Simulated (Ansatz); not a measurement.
**Phonon calculation of BBrCl**

- system: BBrCl, multiplicity 2, SMILES Cl[B]Br
- method: UKS PBE0-D4/def2-TZVP (Ansatz 0.2.0)

The geometry comes from this level: PBE0-D4/def2-TZVP.

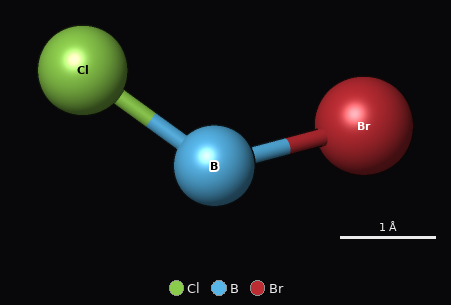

*The structure as given in the input (ball-and-stick view, seen at a tilt).*

Results in brief:

- outcome: converged
- total energy: −83232.6472 eV
- mean-field energy: −83232.5805 eV
- dispersion energy: −0.0667 eV
- ⟨S²⟩: 0.754
- largest force (length of the vector): 0.001 eV/Å
- dipole moment: 0.36 D
- hardware: 4 threads of Arm Neoverse V1, 23 GiB of memory available, shared host
- wall time: 17 s (CPU time 61 s)
- peak memory: 0.28 GiB

Input:
```yaml
crystal:
  periodic: [false, false, false]
  atoms:
    - {symbol: Cl, position_ang: [-0.155366, 1.563297, 0.076609]}
    - {symbol: B, position_ang: [-0.479864, -0.085285, -0.269423]}
    - {symbol: Br, position_ang: [0.624329, -1.542812, 0.179614]}
basis:
  gaussian: {orbitals: def2-TZVP}
magnetization: {spin_polarized: true, initial_magnetization: 1}
hamiltonian: {xc: pbe0, dispersion: d4}
phonons: {temperatures: {t_min: 298.15, t_max: 900, t_step: 200}}
```

Launch command:
```bash
ansatz run in.yaml --threads 4 --pin off --events-out ev --progress --plain --max-ram 10444MiB
```

Output:
```
Functional definition: PBE0
  name "PBE0"
  cite "Adamo & Barone, J. Chem. Phys. 110, 6158 (1999) doi:10.1063/1.478522"
  cite "Perdew, Burke & Ernzerhof, Phys. Rev. Lett. 77, 3865 (1996) doi:10.1103/PhysRevLett.77.3865"
  parent pbe
  parameter a = 0.25
  parameter kappa = 0.804
  parameter beta = 0.06672455060314922
  exchange = (1 - a)*pbe_x(kappa = kappa, mu = beta*pi^2/3) + a*exact_x
  correlation = pbe_c(beta = beta)
850 factors; their error is unknown
mean field evaluation 1: about -83231.5292 eV, gradient 9.4e0 eV
mean field evaluation 2: about -83231.5111 eV, gradient 1.0e1 eV
mean field evaluation 4: about -83232.1003 eV, gradient 7.8e-1 eV
mean field evaluation 8: about -83232.5804 eV, gradient 8.1e-2 eV
mean field evaluation 16: about -83232.5805 eV, gradient 7.7e-5 eV
mean field -83232.58048301 eV, -3058.7409156814 hartree, gradient 7.7e-5 eV, S^2 0.753706; 0 other end points of the search recorded, 0 dependent functions left out
the calculation of the forces begins
reference -83232.58050730 eV, -3058.7409165738 hartree; 29, 28 occupied and 87, 88 virtual orbitals, 850 factors
these checks for a lower state are left out or cut short: stability, starts, cluster_reference, orbital_swaps, neighbouring_geometries, increment
850 factors; their error is unknown
mean field -83232.58046939 eV, -3058.7409151807 hartree, gradient 2.0e-6 eV, S^2 0.753707; 0 other end points of the search recorded, 0 dependent functions left out
the calculation of the forces begins
reference -83232.58049367 eV, -3058.7409160730 hartree; 29, 28 occupied and 87, 88 virtual orbitals, 850 factors
these checks for a lower state are left out or cut short: stability, starts, cluster_reference, orbital_swaps, neighbouring_geometries, increment
850 factors; their error is unknown
mean field evaluation 32: about -83232.5805 eV, gradient 2.0e-6 eV
mean field -83232.58047915 eV, -3058.7409155394 hartree, gradient 2.0e-6 eV, S^2 0.753704; 0 other end points of the search recorded, 0 dependent functions left out
the calculation of the forces begins
reference -83232.58050343 eV, -3058.7409164318 hartree; 29, 28 occupied and 87, 88 virtual orbitals, 850 factors
these checks for a lower state are left out or cut short: stability, starts, cluster_reference, orbital_swaps, neighbouring_geometries, increment
850 factors; their error is unknown
mean field -83232.58043343 eV, -3058.7409138592 hartree, gradient 8.7e-7 eV, S^2 0.753702; 0 other end points of the search recorded, 0 dependent functions left out
the calculation of the forces begins
reference -83232.58045771 eV, -3058.7409147515 hartree; 29, 28 occupied and 87, 88 virtual orbitals, 850 factors
these checks for a lower state are left out or cut short: stability, starts, cluster_reference, orbital_swaps, neighbouring_geometries, increment
850 factors; their error is unknown
mean field -83232.58046038 eV, -3058.7409148496 hartree, gradient 8.8e-7 eV, S^2 0.753709; 0 other end points of the search recorded, 0 dependent functions left out
the calculation of the forces begins
reference -83232.58048466 eV, -3058.7409157420 hartree; 29, 28 occupied and 87, 88 virtual orbitals, 850 factors
these checks for a lower state are left out or cut short: stability, starts, cluster_reference, orbital_swaps, neighbouring_geometries, increment
850 factors; their error is unknown
mean field -83232.58044298 eV, -3058.7409142101 hartree, gradient 2.0e-6 eV, S^2 0.753701; 0 other end points of the search recorded, 0 dependent functions left out
the calculation of the forces begins
reference -83232.58046726 eV, -3058.7409151025 hartree; 29, 28 occupied and 87, 88 virtual orbitals, 850 factors
these checks for a lower state are left out or cut short: stability, starts, cluster_reference, orbital_swaps, neighbouring_geometries, increment
850 factors; their error is unknown
mean field evaluation 64: about -83232.5804 eV, gradient 2.0e-6 eV
mean field -83232.58044694 eV, -3058.7409143558 hartree, gradient 2.0e-6 eV, S^2 0.753711; 0 other end points of the search recorded, 0 dependent functions left out
the calculation of the forces begins
reference -83232.58047123 eV, -3058.7409152482 hartree; 29, 28 occupied and 87, 88 virtual orbitals, 850 factors
these checks for a lower state are left out or cut short: stability, starts, cluster_reference, orbital_swaps, neighbouring_geometries, increment
850 factors; their error is unknown
mean field -83232.58043228 eV, -3058.7409138168 hartree, gradient 1.1e-6 eV, S^2 0.753707; 0 other end points of the search recorded, 0 dependent functions left out
the calculation of the forces begins
reference -83232.58045656 eV, -3058.7409147092 hartree; 29, 28 occupied and 87, 88 virtual orbitals, 850 factors
these checks for a lower state are left out or cut short: stability, starts, cluster_reference, orbital_swaps, neighbouring_geometries, increment
850 factors; their error is unknown
mean field -83232.58043710 eV, -3058.7409139943 hartree, gradient 1.1e-6 eV, S^2 0.753705; 0 other end points of the search recorded, 0 dependent functions left out
the calculation of the forces begins
reference -83232.58046139 eV, -3058.7409148866 hartree; 29, 28 occupied and 87, 88 virtual orbitals, 850 factors
these checks for a lower state are left out or cut short: stability, starts, cluster_reference, orbital_swaps, neighbouring_geometries, increment
850 factors; their error is unknown
mean field -83232.58046598 eV, -3058.7409150554 hartree, gradient 2.0e-6 eV, S^2 0.753709; 0 other end points of the search recorded, 0 dependent functions left out
the calculation of the forces begins
reference -83232.58049026 eV, -3058.7409159477 hartree; 29, 28 occupied and 87, 88 virtual orbitals, 850 factors
these checks for a lower state are left out or cut short: stability, starts, cluster_reference, orbital_swaps, neighbouring_geometries, increment
850 factors; their error is unknown
mean field evaluation 96: about -83232.5805 eV, gradient 2.0e-6 eV
mean field -83232.58045225 eV, -3058.7409145507 hartree, gradient 2.0e-6 eV, S^2 0.753703; 0 other end points of the search recorded, 0 dependent functions left out
the calculation of the forces begins
reference -83232.58047653 eV, -3058.7409154431 hartree; 29, 28 occupied and 87, 88 virtual orbitals, 850 factors
these checks for a lower state are left out or cut short: stability, starts, cluster_reference, orbital_swaps, neighbouring_geometries, increment
850 factors; their error is unknown
mean field -83232.58047911 eV, -3058.7409155378 hartree, gradient 8.6e-7 eV, S^2 0.753708; 0 other end points of the search recorded, 0 dependent functions left out
the calculation of the forces begins
reference -83232.58050339 eV, -3058.7409164302 hartree; 29, 28 occupied and 87, 88 virtual orbitals, 850 factors
these checks for a lower state are left out or cut short: stability, starts, cluster_reference, orbital_swaps, neighbouring_geometries, increment
850 factors; their error is unknown
mean field -83232.58044733 eV, -3058.7409143701 hartree, gradient 8.5e-7 eV, S^2 0.753703; 0 other end points of the search recorded, 0 dependent functions left out
the calculation of the forces begins
reference -83232.58047162 eV, -3058.7409152625 hartree; 29, 28 occupied and 87, 88 virtual orbitals, 850 factors
Total energy: -83232.64720263 eV, -3058.7433675822 hartree
Atom 0 at    -0.155366     1.563297     0.076609 Å, force    -0.000039    -0.000564    -0.000079 eV/Å
Atom 1 at    -0.479864    -0.085285    -0.269423 Å, force    -0.000569     0.001257    -0.000179 eV/Å
Atom 2 at     0.624329    -1.542812     0.179614 Å, force     0.000607    -0.000694     0.000258 eV/Å
Dipole moment:     0.060729     0.028119     0.035857 e Å
Vibrations: 229.20 618.71 957.75 cm⁻¹, zero-point energy 0.111936 eV
```

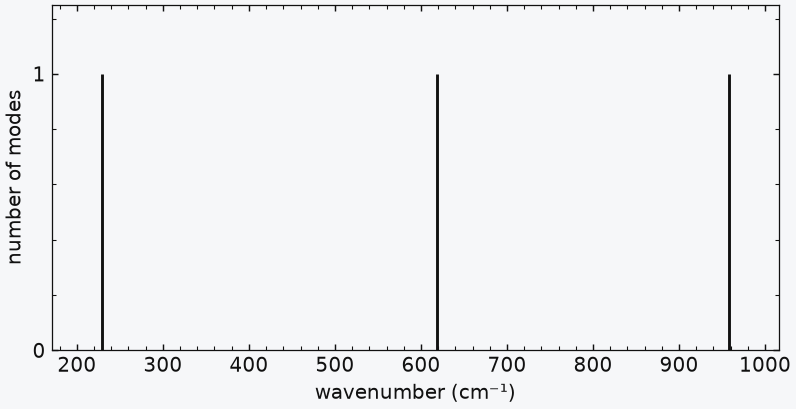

*Harmonic vibrational wavenumbers from the force constants; neighbouring modes closer than 3 cm⁻¹ are counted in one stick.*

3 modes from 229 to 958 cm⁻¹, none imaginary.
